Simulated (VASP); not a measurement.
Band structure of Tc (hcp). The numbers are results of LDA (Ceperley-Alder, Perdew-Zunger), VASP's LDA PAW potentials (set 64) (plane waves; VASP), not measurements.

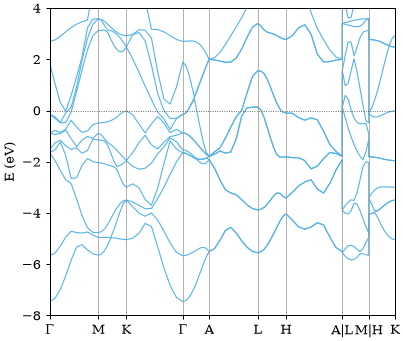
Figure: Bands along high-symmetry lines, zero at the valence-band maximum or, without a gap, the Fermi level

Read the plot: is there a gap, and where are the band edges?

It has no gap at this level: it comes out as a metal or semimetal. (Edges off the drawn lines would not show.)

The compound is Tc in the hcp structure. It was relaxed first.
